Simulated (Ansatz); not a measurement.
## Sn (I4_1/amd): electron–phonon coupling and resistivity

The plan: relax Sn (I4_1/amd), check its phonons, and, if the lattice is stable, compute its Eliashberg function and ρ(T).

Program: Ansatz 0.2.0. Level of theory: DFT PBE, scalar-relativistic, plane waves, PAW; PAW set soft_1. Results are calculated unless marked as measured.

**Measured values to reproduce.**

“CRC Handbook of Chemistry and Physics, 84th edition, Electrical Resistivity of Pure Metals” (2003, CRC Press, section 12, read from Wikipedia's data page) quotes from earlier work for Sn (bulk crystal): resistivity at 273 K 11.5 μΩ cm.

For Sn (bulk crystal), “Introduction to Solid State Physics” (2005, C. Kittel, read from Wikipedia's page on electronic specific heat) quotes earlier work: Sommerfeld coefficient γ (electronic heat capacity coefficient) 1.78 mJ/(mol K²).

Report form: the programs' logs are mostly left out.

In doubt: the program doubts the meshes or the phonons of the coupling sums (steps 5, 6, 7), which bears on λ, Tc and transport values.

### Step 1. The structure

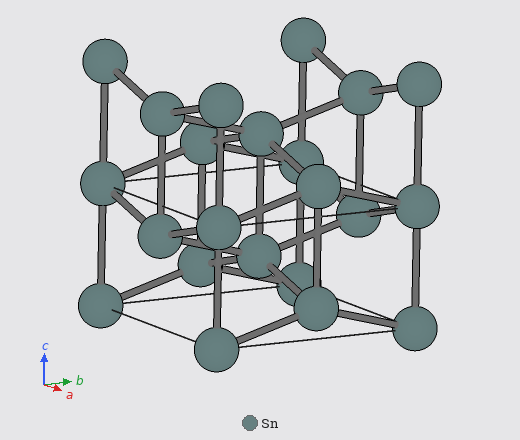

The starting structure, seen slightly off an axis (tin teal). 1×1×2 cells are drawn. This picture shows the conventional cell, with its axes. Some periodic images of atoms are drawn too.

### Step 2. Relaxing cell and atoms

The structure is brought to rest under this functional.

File input.yaml:

```yaml
crystal:
  lattice:
    - [-2.9401404553, 2.9401404553, 1.5993019889]
    - [2.9401404553, -2.9401404553, 1.5993019889]
    - [2.9401404553, 2.9401404553, -1.5993019889]
  atoms:
    - { symbol: Sn, position: [0.75, 0.25, 0.5] }
    - { symbol: Sn, position: [0.0, 0.0, 0.0] }
kpoints:
  mp_grid: { grid: [10, 10, 10] }
hamiltonian:
  xc: pbe
  pseudopotentials: { kind: paw, azcp: { folder: soft_1 } }
scf:
  occupations: { method: gaussian, width: 0.1 }
output:
  forces: true
  stress: true
  eigenvalues: true
relax:
  adjacent_minimum: "off"
  f_tol: 0.005
  max_steps: 80
  cell: { stress_tol: 0.05 }
```

On the command line:

```
> ansatz run input.yaml --threads 16 --pin off --max-ram 92160MiB --backend cuda --events-out ev --progress --plain --runs-dir out --max-vram 78GiB
```

It took 3.5 s on 1 × NVIDIA GB200 with 16 threads of Arm Neoverse V2, shared host; peak memory 1.1 GiB; 11 s of CPU time.

The steps of the relaxation:

```csv
step,energy less that of the first step (eV),largest force component (eV/Å),pressure (GPa),volume (Å³)
1,0.0000,0.0000,1.40,55.30
2,-0.0071,0.0000,-0.44,57.38
3,-0.0081,0.0000,-0.08,56.94
4,-0.0083,0.0000,-0.01,56.86
5,-0.0084,0.0000,0.00,56.84
6*,-0.0085,0.0000,0.00,56.84
```

Relaxation steps marked * repeat the geometry before them on a plane-wave basis chosen anew for their cell, so energy and pressure can jump there.

The run keeps the 16 symmetry operations that it works with, so distortions that break them were not tested.

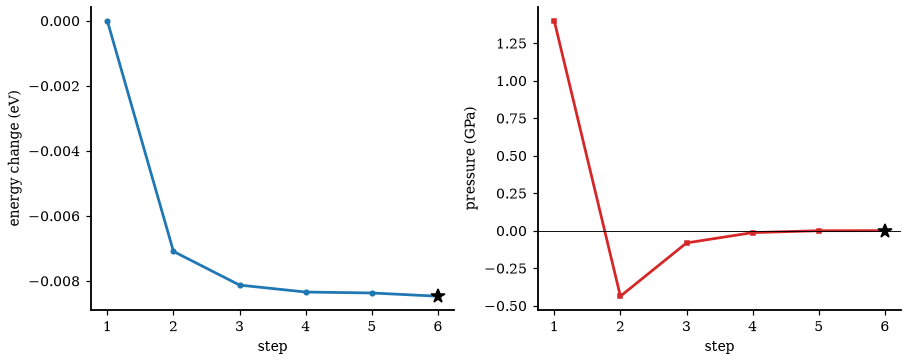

Energy and pressure along the relaxation. Stars mark steps on a basis chosen anew.

```csv
"conventional cell, symmetrised",before,after,change
a (Å),5.880,5.969,+1.5 %
b (Å),5.880,5.969,+1.5 %
c (Å),3.199,3.191,-0.2 %
volume (Å³/atom),27.65,28.42,+2.8 %
```

The relaxed structure:

```xyz
2
Lattice="-2.9844 2.9844 1.5956 2.9844 -2.9844 1.5956 2.9844 2.9844 -1.5956" Properties=species:S:1:pos:R:3 pbc="T T T"
Sn    0.0000    2.9844    0.7978
Sn    0.0000    0.0000    0.0000
```

This step gave:

```
pressure          : 0.001096 GPa
volume per atom   : 28.42 Å³/atom
metallic on mesh  : yes
gap on the k-mesh : 0 eV
```

The largest force is now zero by symmetry and the largest stress component 0.0043 GPa.

### Step 3. Relaxing tightly for phonons

No force is left; the cell is relaxed once more with another smearing and tight thresholds.

input.yaml, the sections that differ from step 2:

```yaml
crystal:
  lattice:
    - [-2.9843624141, 2.9843624141, 1.5955690058]
    - [2.9843624141, -2.9843624141, 1.5955690058]
    - [2.9843624141, 2.9843624141, -1.5955690058]
  atoms:
    - { symbol: Sn, position: [0.75, 0.25, 0.5] }
    - { symbol: Sn, position: [0.0, 0.0, 0.0] }
scf:
  occupations: { method: methfessel_paxton, width: 0.2 }
relax:
  adjacent_minimum: "off"
  f_tol: 0.001
  max_steps: 60
  cell: { stress_tol: 0.01 }
# kpoints, hamiltonian, output: as in step 2
```

Elapsed: 2.6 s, on 1 × NVIDIA GB200 with 16 threads; peak memory 1.1 GiB; 8.1 s of CPU time.

Little changed from the start: no atom moved by 0.005 Å and no cell edge by 0.1 %.

This step gave:

```
pressure : 8.62e-4 GPa
```

The largest force is now zero by symmetry and the largest stress component 0.0017 GPa, small enough for phonons.

### Step 4. Coupling and resistivity: q 2×2×2, k 8×8×8, scattering 12×12×12

Phonons, couplings and the Boltzmann equation in one run.

File input.yaml:

```yaml
crystal:
  lattice:
    - [-2.9857795136, 2.9857795136, 1.5940862964]
    - [2.9857795136, -2.9857795136, 1.5940862964]
    - [2.9857795136, 2.9857795136, -1.5940862964]
  atoms:
    - { symbol: Sn, position: [0.75, 0.25, 0.5] }
    - { symbol: Sn, position: [0.0, 0.0, 0.0] }
kpoints:
  mp_grid: { grid: [8, 8, 8] }
hamiltonian:
  xc: pbe
  pseudopotentials: { kind: paw, azcp: { folder: soft_1 } }
scf:
  occupations: { method: methfessel_paxton, width: 0.2 }
output:
  eigenvalues: true
phonons:
  method: dfpt
  qmesh: [2, 2, 2]
  temperatures: { t_max: 1000, t_step: 50 }
  qpath:
    path:
      - [[0.0, 0.0, 0.0], [0.0, 0.0, 0.5], [-0.5, 0.5, 0.5], [0.0, 0.0, 0.0]]
      - [[0.0, 0.0, 0.5], [0.25, 0.25, 0.25], [0.0, 0.5, 0.0], [0.0, 0.0, 0.0]]
    npoints: 6
  electrical_resistivity:
    mesh: [12, 12, 12]
    temperatures: [20.0, 50.0, 80.0, 100.0, 150.0, 200.0, 273.0, 300.0, 400.0, 500.0, 600.0, 800.0]
  superconductivity: { mesh: [12, 12, 12] }
```

It took 2.7 s on 1 × NVIDIA GB200 with 16 threads; peak memory 1.5 GiB.

The run ended with an error.

The program's message: “electrical resistivity: the mode of lowest frequency at the wavevector [0.2500, 0.2500, -0.2500] is imaginary, -28.42 cm⁻¹ (written negative): every mode at the wavevectors of the force constants' own …”

The run stops because a mode is imaginary on the scattering mesh, where no scattering rate is defined; denser k meshes, other smearings and, between solved wavevectors, finer q meshes show whether the instability is real.

### Step 5. Coupling and resistivity: q 3×3×3, k 9×9×9, scattering 16×16×16

The next rung changes the q mesh, which sets the reach of the force constants and couplings; the k mesh of the density and its response; the scattering mesh, which samples the Fermi surface.

input.yaml, the sections that differ from step 4:

```yaml
kpoints:
  mp_grid: { grid: [9, 9, 9] }
phonons:
  method: dfpt
  qmesh: [3, 3, 3]
  temperatures: { t_max: 1000, t_step: 50 }
  qpath:
    path:
      - [[0.0, 0.0, 0.0], [0.0, 0.0, 0.5], [-0.5, 0.5, 0.5], [0.0, 0.0, 0.0]]
      - [[0.0, 0.0, 0.5], [0.25, 0.25, 0.25], [0.0, 0.5, 0.0], [0.0, 0.0, 0.0]]
    npoints: 6
  electrical_resistivity:
    mesh: [16, 16, 16]
    temperatures: [20.0, 50.0, 80.0, 100.0, 150.0, 200.0, 273.0, 300.0, 400.0, 500.0, 600.0, 800.0]
  superconductivity: { mesh: [16, 16, 16] }
# crystal, hamiltonian, scf, output: as in step 4
```

The job ended after 60 s (1 × NVIDIA GB200 with 16 threads; peak memory 5.2 GiB; 8.8 min of CPU time).

This step gave:

```yaml
zero_point_energy: 0.02881 eV/cell
share_of_imaginary_modes_in_the_plain_interpolation_between_solved_wavevectors: 0.0077
highest_frequency_solved_or_plainly_interpolated: 132.2 cm⁻¹
resistivity_at_300_k: 12.32 μΩ cm, mean of the axes
coupling_constant_lambda: 0.8764
density_of_states_at_the_fermi_level: 0.5002 states/eV a spin and cell
log_mean_phonon_energy_omega_log: 7.225 meV
transport_coupling_constant_lambda_tr: 0.7718, 0.7718, 0.942 (xx, yy, zz)
drude_plasma_energy: 9.261, 9.261, 8.313 eV (xx, yy, zz)
resistivity_times_mean_free_path: 7.919, 7.919, 9.37 × 10⁻¹⁶ Ω m² (xx, yy, zz)
second_moment_phonon_energy_omega: 9.261 meV
coupling_lambda_by_branch: 0.215, 0.182, 0.157, 0.121, 0.102, 0.0991 (branches by rank of frequency)
```

The Eliashberg function α²F has structure finer than the step of the table below, so its rows give means over 1 meV, whole bins alone (the curve runs from 0.061 to 15.5 meV). Peaks (meV: height): α²F 7.7: 0.268, 11.1: 0.344, 12.5: 0.633, 13.2: 0.762, 13.6: 0.718, 14.4: 0.567; α²F tr 7.7: 0.270, 11.1: 0.342, 12.6: 0.692, 13.2: 0.885, 13.6: 0.852, 14.4: 0.582.

The Eliashberg function α²F by phonon energy; means over each step:

```csv
phonon energy (meV),α²F,α²F tr
1,0.00287,9.4e-4
2,0.0153,0.00863
3,0.138,0.105
4,0.210,0.176
5,0.181,0.152
6,0.185,0.160
7,0.191,0.169
8,0.233,0.227
9,0.215,0.211
10,0.256,0.262
11,0.290,0.294
12,0.366,0.381
13,0.617,0.708
14,0.514,0.564
15,0.249,0.274
```

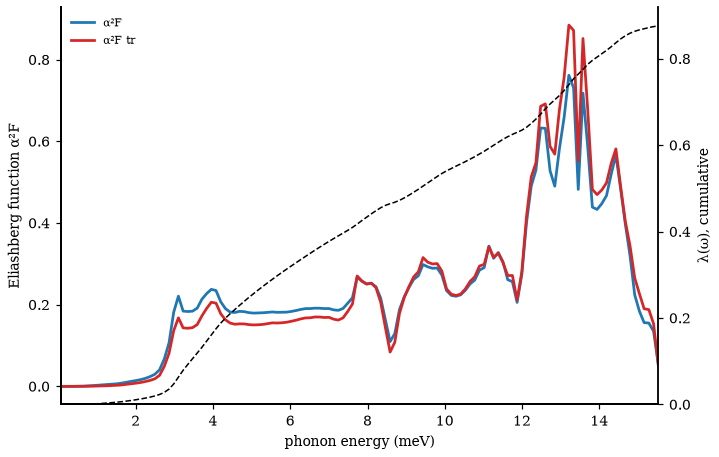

Eliashberg function α²F against phonon energy. The dashed line is the running λ.

Resistivity, by row:

```csv
T (K),ρ_xx (μΩ cm),ρ_yy,ρ_zz,"ρ by Ziman's lowest order, mean","ρ by relaxation times, mean",within 2 % of the coarser mesh
20,0.1436,0.1436,0.2604,0.2304,0.2134,no
50,1.127,1.127,1.835,1.481,1.462,no
80,2.358,2.358,3.678,2.908,2.937,no
100,3.152,3.152,4.861,3.835,3.888,no
150,5.053,5.053,7.71,6.079,6.176,no
200,6.893,6.893,10.48,8.27,8.402,no
273,9.539,9.539,14.47,11.43,11.61,no
300,10.51,10.51,15.94,12.59,12.79,no
400,14.1,14.1,21.35,16.87,17.14,no
500,17.67,17.67,26.75,21.14,21.48,no
600,21.25,21.25,32.14,25.41,25.82,no
800,28.4,28.4,42.93,33.96,34.5,no
```

The run reports squared frequencies that differ by up to 25 % between the solve mesh and the fine mesh. The program warns of modes at or below zero frequency in the interpolation and leaves them out of its thermodynamic sums. By its own test the run is not converged in the mesh. λ = 0.876 and 12.3 μΩ cm at 300 K. The run's own test puts 9 % between its two finest meshes on the component of the resistivity at 300 K that moves most, so it is not converged. By the run's own test λ moves by 14 % between its two finest scattering meshes.

### Step 6. Electron–phonon run: q 4×4×4, k 12×12×12, scattering 20×20×20

input.yaml, the sections that differ from step 5:

```yaml
kpoints:
  mp_grid: { grid: [12, 12, 12] }
phonons:
  method: dfpt
  qmesh: [4, 4, 4]
  temperatures: { t_max: 1000, t_step: 50 }
  qpath:
    path:
      - [[0.0, 0.0, 0.0], [0.0, 0.0, 0.5], [-0.5, 0.5, 0.5], [0.0, 0.0, 0.0]]
      - [[0.0, 0.0, 0.5], [0.25, 0.25, 0.25], [0.0, 0.5, 0.0], [0.0, 0.0, 0.0]]
    npoints: 6
  electrical_resistivity:
    mesh: [20, 20, 20]
    temperatures: [20.0, 50.0, 80.0, 100.0, 150.0, 200.0, 273.0, 300.0, 400.0, 500.0, 600.0, 800.0]
  superconductivity: { mesh: [20, 20, 20] }
# crystal, hamiltonian, scf, output: as in step 5
```

It took 2.2 min on 1 × NVIDIA GB200 with 16 threads; peak memory 8.9 GiB.

This step gave:

```yaml
zero_point_energy: 0.02871 eV/cell
share_of_imaginary_modes_in_the_plain_interpolation_between_solved_wavevectors: 0.0042
highest_frequency_solved_or_plainly_interpolated: 123.7 cm⁻¹
resistivity_at_300_k: 12.55 μΩ cm, mean of the axes
coupling_constant_lambda: 0.8865
density_of_states_at_the_fermi_level: 0.5012 states/eV a spin and cell
log_mean_phonon_energy_omega_log: 7.19 meV
transport_coupling_constant_lambda_tr: 0.7821, 0.7821, 0.9659 (xx, yy, zz)
drude_plasma_energy: 9.274, 9.274, 8.299 eV (xx, yy, zz)
resistivity_times_mean_free_path: 7.893, 7.893, 9.33 × 10⁻¹⁶ Ω m² (xx, yy, zz)
second_moment_phonon_energy_omega: 9.227 meV
coupling_lambda_by_branch: 0.22, 0.185, 0.159, 0.122, 0.103, 0.0987 (branches by rank of frequency)
```

The run reports squared frequencies that differ by up to 29 % between the solve mesh and the fine mesh. The program warns of modes at or below zero frequency in the interpolation and leaves them out of its thermodynamic sums. By its own test the run is not converged in the mesh. λ = 0.886 and 12.6 μΩ cm at 300 K, against 0.876 and 12.3 in the run with q 3×3×3, k 9×9×9, scattering 16×16×16 (+1.2 % and +1.9 %).

### Step 7. Electron–phonon run: q 4×4×4, k 20×20×20, scattering 28×28×28

The next rung changes the k mesh of the density and its response; the scattering mesh, which samples the Fermi surface.

input.yaml, as its differences from that of step 6:

```diff
@@ -9,3 +9,3 @@
 kpoints:
-  mp_grid: { grid: [12, 12, 12] }
+  mp_grid: { grid: [20, 20, 20] }
 hamiltonian:
@@ -27,4 +27,4 @@
   electrical_resistivity:
-    mesh: [20, 20, 20]
+    mesh: [28, 28, 28]
     temperatures: [20.0, 50.0, 80.0, 100.0, 150.0, 200.0, 273.0, 300.0, 400.0, 500.0, 600.0, 800.0]
-  superconductivity: { mesh: [20, 20, 20] }
+  superconductivity: { mesh: [28, 28, 28] }
```

Run time: 5.2 min. Hardware: 1 × NVIDIA GB200 with 16 threads; peak memory 13 GiB.

This step gave:

```
zero-point energy                                                              : 0.02880 eV/cell
share of imaginary modes in the plain interpolation between solved wavevectors : 0.0017
highest frequency, solved or plainly interpolated                              : 125.3 cm⁻¹
Debye temperature (second moment)                                              : 155 K
resistivity at 300 K                                                           : 12.57 μΩ cm, mean of the axes
coupling constant λ                                                            : 0.8847
density of states at the Fermi level                                           : 0.5 states/eV a spin and cell
log mean phonon energy ħω_log                                                  : 7.224 meV
transport coupling constant λ_tr                                               : 0.7821, 0.7821, 0.9652 (xx, yy, zz)
Drude plasma energy                                                            : 9.266, 9.266, 8.284 eV (xx, yy, zz)
resistivity times mean free path                                               : 7.869, 7.869, 9.457 × 10⁻¹⁶ Ω m² (xx, yy, zz)
second-moment phonon energy ħω₂                                                : 9.238 meV
coupling λ by branch                                                           : 0.217, 0.184, 0.159, 0.121, 0.103, 0.0992 (branches by rank of frequency)
```

Solved on the 4×4×4 mesh alone; all other wavevectors are interpolated. The phonon branches at the labelled points (cm⁻¹):

```csv
point,branch 1,branch 2,branch 3,branch 4,branch 5,branch 6
Γ,0,0,0,40,118,118
X,26,26,95,95,98,98
M,21,21,37,37,125,125
Γ,0,0,0,40,118,118
jump to X,26,26,95,95,98,98
P,59,59,76,76,109,109
N,32,69,70,103,112,117
Γ,0,0,0,40,118,118
```

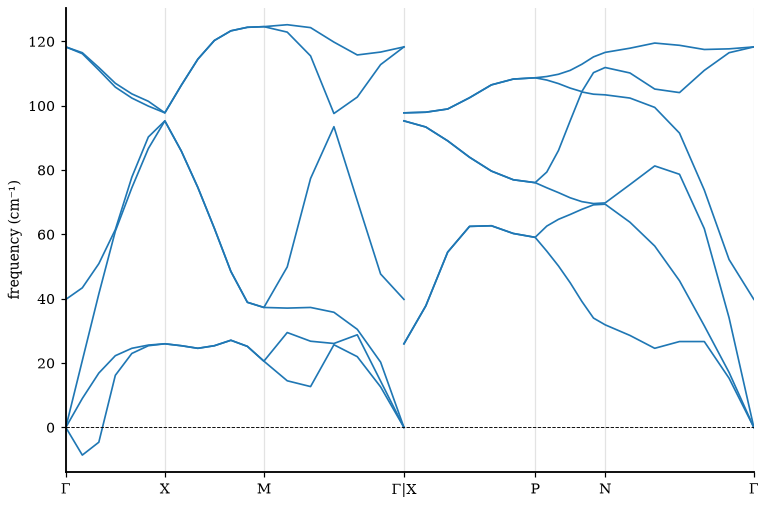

Phonon branches along the path.

The program warns of modes at or below zero frequency in the interpolation and leaves them out of its thermodynamic sums. By its own test the run is not converged in the mesh. λ = 0.885 and 12.6 μΩ cm at 300 K, against 0.886 and 12.6 in the run with q 4×4×4, k 12×12×12, scattering 20×20×20 (-0.2 % and +0.2 %).

(Part 1 of 2 ends here.)

[Logs are printed without paths, hosts, clocks, repeated set-up lines and the standing remarks that a program may print on its own settings, such as how far it seeks lower states.]

[Hosts, paths, dates, database ids (printed as entryN), source tags and the programs' standing remarks are cut or masked in the printed files.]
